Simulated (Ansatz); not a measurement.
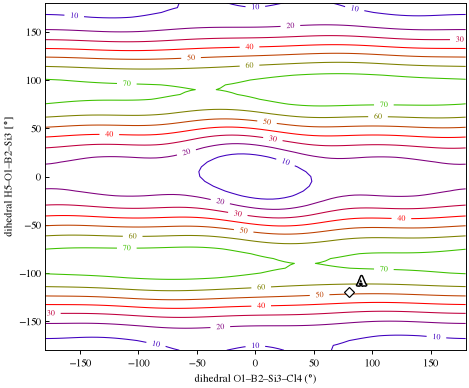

BClH₄OSi, SMILES OB[SiH2]Cl. The first coordinate is: dihedral O1–B2–Si3–Cl4; the second: dihedral H5–O1–B2–Si3. Nothing is relaxed (all other coordinates rigid). Grid: 18 × 18 points; 186 points were computed and 138 follow by symmetry. Points are written as (first, second). Energies are in kJ/mol, from the relaxed molecule at the same level. Method: RHF/def2-SVP in Ansatz.

In the figure: contour lines labelled in kJ/mol, the point A. Between grid points the surface is interpolated.

### Is A at rest? If not, where is it pushed?

A, at (80°, −120°), is not a stationary point. The computed force is 0.031 kJ/mol for each degree towards larger values of dihedral O1–B2–Si3–Cl4 and 1 kJ/mol for each degree towards smaller values of dihedral H5–O1–B2–Si3.
